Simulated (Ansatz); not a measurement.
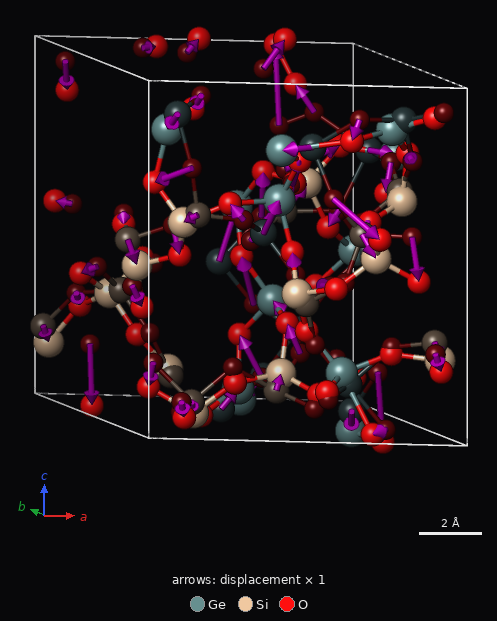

This is a relaxation of an amorphous cell of composition Ge$_{12}$Si$_{12}$O$_{48}$. The starting structure is drawn faded, the final one solid; purple arrows show the displacements, at their true length.

The picture is a ball-and-stick view of the cell of the calculation, reduced to other axes (origin shifted), seen slightly off an axis. Lengths and directions refer to the drawn axes.

All numbers below come from DFT, PBEsol, PAW, plane waves in Ansatz. Settings: plane-wave cutoff 420 eV; k-point mesh 1 × 1 × 1; no spin polarisation; atoms relaxed in a fixed cell; force threshold 0.03 eV/Å; at most 80 steps.

What happened in the run?

The atom that moves furthest is an O atom (2.66 Å along [1 −1 2]). Largest moves by element: O 2.66 Å, Ge 1.89 Å, Si 1.35 Å. The cell stays as it was. Some distances before and after: O–O 1.479 → 4.738 Å, Ge–O 4.897 → 2.347 Å, Ge–O 1.832 → 4.325 Å, Ge–O 4.095 → 1.792 Å. New bonds form: Ge–O (2.63 → 1.85 Å), Ge–O (2.67 → 1.95 Å), Ge–O (2.69 → 1.84 Å), Ge–O (2.93 → 1.85 Å). Bonds break: Ge–O (1.79 → 4.03 Å), Ge–O (1.82 → 3.38 Å), Ge–O (1.83 → 4.33 Å), Ge–O (2.19 → 3.23 Å). Bond angles that change, for instance: O–Ge–O 168.7° → 110.8°, O–Ge–O 87.1° → 141.0°, Ge–O–Si 108.0° → 160.6°. After 61 geometry steps the energy has fallen by 208 meV per atom. The largest force component goes from 3.4 to 0.023 eV/Å. Cost: 72 s on 1 × NVIDIA GB300 Max-Q with 8 threads of Arm Neoverse-V2, peak memory 1.9 GiB.
